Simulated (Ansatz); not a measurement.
## Quasi-harmonic thermodynamics of K (Im-3m)

How much does K expand with temperature?

Measurements to reproduce:
- heat capacity C_P per formula unit 29.4 J/mol/K near room temperature (given in “High-Throughput Prediction of Finite-Temperature Properties using the Quasi-Harmonic Approximation”, 2016, arXiv:1603.06924)

Method: DFT PBEsol, scalar-relativistic, plane waves, PAW, in Ansatz 0.2.0.

The database entry behind the starting cell lists a temperature near 5 K, so it need not match the best structure at ambient conditions.

## Step 1: The starting structure

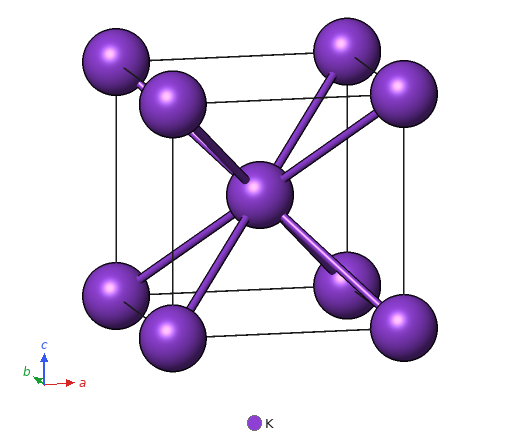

The cell as given, slightly off an axis (potassium purple). This picture shows the conventional cell, with its axes. Some periodic images of atoms are drawn too.

## Step 2: A first coarse run

Before spending time, one coarse run tells the gap and the pressure of the starting cell.

input.yaml

```yaml
crystal:
  lattice:
    - [-2.6125, 2.6125, 2.6125]
    - [2.6125, -2.6125, 2.6125]
    - [2.6125, 2.6125, -2.6125]
  atoms:
    - { symbol: K, position: [0.0, 0.0, 0.0] }
kpoints:
  mp_grid: { grid: [6, 6, 6] }
hamiltonian:
  xc: pbesol
scf:
  occupations: { method: gaussian, width: 0.1 }
  lower_state_search: "off"
output:
  forces: true
  stress: true
  eigenvalues: true
```

Launch:

```console
ansatz run input.yaml --threads 4 --pin off --max-ram 16384MiB --backend cpu --events-out ev --progress --plain --runs-dir out
```

Numbers of over 12 decimals in the logs are rounded to 6 here.

The log of the run:

```text
Engine: ansatz 0.2.0, aarch64-unknown-linux-gnu
Pseudopotentials: kind: paw
Pseudopotential: K, paw, valence charge 9, recommended cutoff 420 eV (normal), K.paw.azcp
Functional definition: PBEsol
  exchange = pbesol_x
  correlation = pbesol_c
Crystal: 1 atoms, lattice volume = 71.323 Å³
Basis set: ecut = 420 eV, 1433 PW (Γ), exchange–correlation on 64×64×64 points (8 copies of the dense FFT grid, shifted against one another)
Bands: 9, of which v1, the nominal top of the filled ones, is band 5 counted from 1 (4 counted from 0)
Symmetry: 48 space group operations
Space group: Im-3m (ITA 229), of the structure as read, at distance tolerance 4.1e-5 Å
k-points: 16 of 216
Non-local potential: K, projectors of the file, l = 0: 3, l = 1: 2, l = 2: 2
PAW form: soft (Blöchl's): semilocal exchange-correlation on the pseudo side does not see the compensation charge
PAW frozen core: K, regenerated for the run's functional, and the local potential with it (the file was generated under x = pbe(κ = 0.804, μ = 0.219515), c = pbe(β = 0.066725))
PAW one-centre angular grid: K, 110 points (default); XC on 64 Gauss nodes
Initial density: superposition of atomic densities (neutral atoms: chi_scale 0, normalization atom), corrected by the library's trained network
Initial wavefunctions: pseudopotential atomic-orbital guess
Functional: x = pbesol(κ = 0.804, μ = 0.123457), c = pbesol(β = 0.046)
SCF iter   1: F=—  HF=-1516.013683 eV  |F-HF|=—  |Δ(HF+E_count)|=         —  Δρ=1.26e-3  dr2=6.37e-4  ethr=1.77e-3  ⟨swp⟩=5.1  Hψ=1033  notcnv=0
preconditioner: auto → none  [insulator: Δε(μ)=0.281 eV  Ē_g=4.223 eV  σ=0.100 eV  W_gap=0.56  n_scr=12 (ndim 8)  ℏωp=4.4 eV  f_vac=0.000  D(μ)=2.48/eV (n_scr^D=18)  ε∞_Penn≈2.1]
SCF iter   2: F=—  HF=-1516.013259 eV  |F-HF|=—  |Δ(HF+E_count)|=   4.24e-4  Δρ=4.60e-4  dr2=3.63e-5  ethr=7.08e-6  ⟨swp⟩=2.2  Hψ=342  notcnv=0
SCF iter   3: F=—  HF=-1516.013281 eV  |F-HF|=—  |Δ(HF+E_count)|=   2.17e-5  Δρ=2.18e-4  dr2=7.77e-6  ethr=4.03e-7  ⟨swp⟩=2.1  Hψ=210  notcnv=0
SCF iter   4: F=—  HF=-1516.013290 eV  |F-HF|=—  |Δ(HF+E_count)|=   8.53e-6  Δρ=1.40e-5  dr2=1.01e-7  ethr=8.64e-8  ⟨swp⟩=2.5  Hψ=211  notcnv=0
iter 5 did not close the SCF: its close was put off for the readings that it lacked (scf_convergence_deferred on its scf_iter line)
SCF iter   5: F=-1516.013290 eV  HF=-1516.013290 eV  |F-HF|=1.38e-10  |Δ(HF+E_count)|=   3.06e-8  Δρ=3.02e-7  dr2=4.01e-11  ethr=1.12e-9  ⟨swp⟩=2.0  Hψ=202  notcnv=0
SCF iter   6: F=-1516.013290 eV  HF=-1516.013290 eV  |F-HF|=1.09e-11  |Δ(HF+E_count)|=  1.45e-10  Δρ=1.53e-7  dr2=1.48e-11  ethr=1.00e-12  ⟨swp⟩=2.2  Hψ=527  notcnv=0
SCF 1 converged in 6 iterations: F = -1516.013290 eV  dr2 = 1.48e-11
  greatest PAW one-centre occupation: 0.987 electrons in one spin orbital (limit 2), on the K atom at site 0 (counted from 0), in its partial waves of l = 0
SCF converged after 6 iterations
Free energy (F): -1516.013290 eV
Harris-Foulkes:  -1516.013290 eV  (|F-HF|=1.09e-11)
Internal energy: -1516.000904 eV  (E = F + TS)
E sigma→0 (E₀):  -1516.007097 eV
Entropy (-TS):   -0.012386 eV (-12.386 meV/atom)
Fermi energy:    1.857509 eV
--- Per-component energies (eV) ---
  E_band       = -141.293188
  E_kinetic    = 251.986048
  E_local      = -747.850241  (includes V_loc(G=0)·N_el)
  E_nonlocal   = 13.817021
  E_hartree    = 265.929050
  E_xc         = -131.987204
  E_vxc        = -161.688663  (∫ρ·V_xc dr)
  E_paw        = -761.812323  (= ΣΔE_a)
  E_vpaw       = -29.415349  (= ΣTr[D̂ρ^β])
  E_aug_tail   = -0.000003  (compensation charges beyond the density's cutoff)
  E_ewald      = -406.191138
  E_core_change = 0.107885  (= ΣΔE_core)
  E_smearing   = -0.012386  (= −TS)
  E_closure    = 0.000000  (closes the sum)
  Σ components = -1516.013290   (vs F -1516.013290, Δ=0.00e0)
--- Forces (eV/Å), atoms counted from 1 ---
  atom   1  K     -0.00000000     0.00000000     0.00000000
  max |Σ_I F_I| component: 8.73e-33 eV/Å
--- Stress (GPa, compression-positive) ---
        0.008190      -0.000000       0.000000
       -0.000000       0.008190       0.000000
        0.000000      -0.000000       0.008190
  P = ⅓ Tr σ = 0.0082 GPa (0.082 kbar)
--- Band table (eV; the first three rows and the last of 16) ---
  k-point 0: bands = ["-30.1347", "-13.6451", "-13.6451", "-13.6451", "-0.3642", "6.1542", "6.1542", "6.1542", "7.0815"]
  k-point 1: bands = ["-30.1335", "-13.6646", "-13.6516", "-13.6451", "-0.0140", "5.5227", "5.7718", "6.4350", "6.8332"]
  k-point 2: bands = ["-30.1311", "-13.7028", "-13.6644", "-13.6451", "0.9709", "4.0088", "5.2258", "6.9279", "7.1451"]
  k-point 15: bands = ["-30.1261", "-13.7002", "-13.7002", "-13.7002", "3.4989", "3.4989", "5.3818", "5.3818", "5.3818"]
```

Wall time 3.3 s (4 threads of Arm Neoverse V2, shared host); peak memory 0.34 GiB; 1.4 s of CPU time.

Numbers from this step:

| Item | Value |
| --- | --- |
| pressure | 0.008190 GPa |
| volume per atom | 71.32 Å³/atom |
| gap on the k-mesh | 0 eV |

The start is under 0.0082 GPa at this level and looks like a metal on this mesh.

## Step 3: Finding the static equilibrium

Phonons are second derivatives about a minimum, so cell and atoms are relaxed first, inside the symmetry of the start.

input.yaml, the sections that differ from step 2:

```yaml
kpoints:
  mp_grid: { grid: [12, 12, 12] }
relax:
  adjacent_minimum: "off"
  f_tol: 0.005
  max_steps: 80
  cell: { stress_tol: 0.05 }
# crystal, hamiltonian, scf, output: as in step 2
```

The log of the run:

```text
[...]
Crystal: 1 atoms, lattice volume = 71.323 Å³
Basis set: ecut = 420 eV, 1433 PW (Γ), exchange–correlation on 64×64×64 points (8 copies of the dense FFT grid, shifted against one another)
Bands: 9, of which v1, the nominal top of the filled ones, is band 5 counted from 1 (4 counted from 0)
Symmetry: 48 space group operations
[...]
k-points: 72 of 1728
[...]
SCF iter   1: F=—  HF=-1516.029461 eV  |F-HF|=—  |Δ(HF+E_count)|=         —  Δρ=1.23e-3  dr2=5.94e-4  ethr=1.77e-3  ⟨swp⟩=5.1  Hψ=4714  notcnv=0
[...]
SCF iter   6: F=-1516.029081 eV  HF=-1516.029081 eV  |F-HF|=3.09e-10  |Δ(HF+E_count)|=   9.67e-9  Δρ=6.45e-7  dr2=3.46e-10  ethr=5.47e-11  ⟨swp⟩=2.2  Hψ=2341  notcnv=0
SCF 1 converged in 6 iterations: F = -1516.029081 eV  dr2 = 3.46e-10
[...]
relax step   1: F+E_penalty+E_count = -1516.02908130 eV  Δ(F+E_penalty+E_count) = +0.000e0 eV  max|allowed force component| = 0.000e0 eV/Å  Δτ_max = 0.0000 Å  P = -0.020 GPa  Ω = 71.323 Å³  (6 SCF iters, dr2 threshold 1.00e-7 eV, accepted)
[...]
iter 1 solved again at ethr=1.73e-7 eV; its pass at ethr=3.10e-3 eV (dr2=1.55e-5 eV) is discarded
SCF iter   1: F=—  HF=-1516.029081 eV  |F-HF|=—  |Δ(HF+E_count)|=         —  Δρ=6.46e-7  dr2=3.39e-10  ethr=1.73e-7  ⟨swp⟩=3.5  Hψ=6765  notcnv=0
eigensolver tolerance schedule: the retry pair's looser diagonalisation over-reported the residual by 45762.52 of it (diagonalisation noise at an unbounded share of the residual, at the tolerance the schedule requests for it); recorded, not acted on — ethr = c·dr2/N_el stays at c = 1.0e-1
[...]
SCF iter   2: F=—  HF=-1516.029081 eV  |F-HF|=—  |Δ(HF+E_count)|=   2.53e-8  Δρ=4.94e-7  dr2=2.00e-10  ethr=3.77e-12  ⟨swp⟩=2.9  Hψ=1094  notcnv=0
[...]
SCF iter   5: F=-1516.029081 eV  HF=-1516.029081 eV  |F-HF|=4.55e-13  |Δ(HF+E_count)|=  5.00e-12  Δρ=1.35e-8  dr2=6.76e-14  ethr=1.00e-12  ⟨swp⟩=4.3  Hψ=1941  notcnv=0
SCF 2 converged in 5 iterations: F = -1516.029081 eV  dr2 = 6.76e-14
relax step   2: F+E_penalty+E_count = -1516.02908130 eV  Δ(F+E_penalty+E_count) = -2.910e-11 eV  max|allowed force component| = 0.000e0 eV/Å  Δτ_max = 0.0000 Å  P = -0.020 GPa  Ω = 71.323 Å³  stress off target by 1.99e-2 GPa  SCF on the basis re-selected at this cell (its energy is not comparable with the rows above)  (5 SCF iters)
basis re-selected at this cell: Δ(F+E_penalty+E_count) = -2.910e-11 eV, ΔP = +0.000 GPa vs the last step (what re-selecting the basis moved, of the pressure what is left beyond the Pulay correction that the steps carried, after the strain that the cell walked since its last selection, with what the two solves' SCF thresholds leave and, on support functions, any second-order correction that the steps lacked; it is no  [...]
SCF converged after 5 iterations
Free energy (F): -1516.029081 eV
[...]
Internal energy: -1516.024218 eV  (E = F + TS)
E sigma→0 (E₀):  -1516.026650 eV
Entropy (-TS):   -0.004863 eV (-4.863 meV/atom)
Fermi energy:    1.823070 eV
[...]
--- Stress (GPa, compression-positive) ---
       -0.019853       0.000000       0.000000
       -0.000000      -0.019853       0.000000
        0.000000       0.000000      -0.019853
  P = ⅓ Tr σ = -0.0199 GPa (-0.199 kbar)
--- Band table (eV; the first three rows and the last of 72) ---
[...]
--- Relaxed structure (1 steps of the walk, 1 accepted, 1 SCFs on fresh bases) ---
  F+E_penalty+E_count = -1516.02908130 eV   max|allowed force component| = 0.000e0 eV/Å   (the final SCF, on the basis selected at the relaxed cell)
  cell:  # Å, volume = 71.3229 Å³
    - [-2.6125, 2.6125, 2.6125]
    - [2.6125, -2.6125, 2.6125]
    - [2.6125, 2.6125, -2.6125]
  atoms:
    - { symbol: K, position: [0.0, 0.0, 0.0] }
```

It took 1.5 s on 4 threads; peak memory 0.41 GiB; 5.2 s of CPU time.

Little changed from the start: no atom moved by 0.005 Å and no cell edge by 0.1 %.

This step gave:

```
pressure : -0.01985 GPa
```

## Step 4: Tight relaxation

The relaxation is repeated with tighter thresholds on force and stress, since phonons are sensitive to what is left; a change of mesh or smearing in the input moves the cell too.

input.yaml, the sections that differ from step 3:

```yaml
scf:
  occupations: { method: methfessel_paxton, width: 0.2 }
  lower_state_search: "off"
relax:
  adjacent_minimum: "off"
  f_tol: 0.001
  max_steps: 60
  cell: { stress_tol: 0.01 }
# crystal, kpoints, hamiltonian, output: as in step 3
```

The log of the run:

```text
[...]
Crystal: 1 atoms, lattice volume = 71.323 Å³
Basis set: ecut = 420 eV, 1433 PW (Γ), exchange–correlation on 64×64×64 points (8 copies of the dense FFT grid, shifted against one another)
Bands: 9, of which v1, the nominal top of the filled ones, is band 5 counted from 1 (4 counted from 0)
Symmetry: 48 space group operations
[...]
k-points: 72 of 1728
[...]
0.000000      -0.000000      -0.000029
  P = ⅓ Tr σ = -0.0000 GPa (-0.000 kbar)
--- Band table (eV; the first three rows and the last of 72) ---
[...]
--- Relaxed structure (3 steps of the walk, 3 accepted, 1 SCFs on fresh bases) ---
[...]
cell:  # Å, volume = 70.9088 Å³
    - [-2.607434, 2.607434, 2.607434]
    - [2.607434, -2.607434, 2.607434]
    - [2.607434, 2.607434, -2.607434]
  atoms:
    - { symbol: K, position: [0.0, 0.0, 0.0] }
[key lines of the parts left out:]
SCF converged after 6 iterations
Free energy (F): -1516.027459 eV
Fermi energy:    1.851167 eV
```

Run time: 2.7 s. Hardware: 4 threads; peak memory 0.41 GiB.

The steps of the relaxation:

```
step  energy less that of the first step (eV)  largest force component (eV/Å)  pressure (GPa)  volume (Å³)
   1                                   0.0000                          0.0000           -0.02        71.32
   2                                   0.0000                          0.0000           -0.02        71.28
   3                                   0.0000                          0.0000            0.00        70.91
  4*                                   0.0000                          0.0000            0.00        70.91
```

Relaxation steps marked * repeat the geometry before them on a plane-wave basis chosen anew for their cell, so energy and pressure can jump there.

```
conventional cell, symmetrised  before  after  change
                         a (Å)   5.225  5.215  -0.2 %
                         b (Å)   5.225  5.215  -0.2 %
                         c (Å)   5.225  5.215  -0.2 %
              volume (Å³/atom)   71.32  70.91  -0.6 %
```

The relaxed structure:

```
K
1.0
    -2.60743    2.60743    2.60743
     2.60743   -2.60743    2.60743
     2.60743    2.60743   -2.60743
K
1
Direct
  0.00000 0.00000 0.00000
```

Numbers from this step:

- pressure: -2.87e-5 GPa
- volume per atom: 70.91 Å³/atom

The residual pressure is -2.9e-5 GPa, small enough for phonons.

## Step 5: Relaxing at another setting

The functional, the potentials or the cutoff change, so the crystal is relaxed again at the new setting.

input.yaml, the sections that differ from step 4:

```yaml
crystal:
  lattice:
    - [-2.6074342262, 2.6074342262, 2.6074342262]
    - [2.6074342262, -2.6074342262, 2.6074342262]
    - [2.6074342262, 2.6074342262, -2.6074342262]
  atoms:
    - { symbol: K, position: [0.0, 0.0, 0.0] }
basis:
  ecutwfc: 550.0
# kpoints, hamiltonian, scf, output, relax: as in step 4
```

The log of the run:

```text
[...]
Crystal: 1 atoms, lattice volume = 70.909 Å³
Basis set: ecut = 550 eV, 2093 PW (Γ), exchange–correlation on 72×72×72 points (8 copies of the dense FFT grid, shifted against one another)
Bands: 9, of which v1, the nominal top of the filled ones, is band 5 counted from 1 (4 counted from 0)
Symmetry: 48 space group operations
[...]
k-points: 72 of 1728
[...]
P = ⅓ Tr σ = -0.0000 GPa (-0.000 kbar)
--- Band table (eV; the first three rows and the last of 72) ---
[...]
--- Relaxed structure (1 steps of the walk, 1 accepted, 1 SCFs on fresh bases) ---
[...]
cell:  # Å, volume = 70.9088 Å³
    - [-2.6074342262, 2.6074342262, 2.6074342262]
    - [2.6074342262, -2.6074342262, 2.6074342262]
    - [2.6074342262, 2.6074342262, -2.6074342262]
  atoms:
    - { symbol: K, position: [0.0, 0.0, 0.0] }
[key lines of the parts left out:]
SCF converged after 5 iterations
Free energy (F): -1516.027476 eV
Fermi energy:    1.851160 eV
```

The job ended after 2.1 s (4 threads; peak memory 0.46 GiB; 7.4 s of CPU time).

Little changed from the start: no atom moved by 0.005 Å and no cell edge by 0.1 %.

Numbers from this step:

| Quantity | Value |
| --- | --- |
| pressure | -3.62e-5 GPa |

The residual pressure is -3.6e-5 GPa, small enough for phonons.

(Part 1 of 3 ends here.)

[Logs are printed without paths, hosts, clocks, repeated set-up lines and the standing remarks that a program may print on its own settings, such as how far it seeks lower states.]

[Hosts, paths, dates, database ids (printed as entryN), source tags and the programs' standing remarks are cut or masked in the printed files.]

[A step with changed settings may run another functional than the one named; its input shows which.]
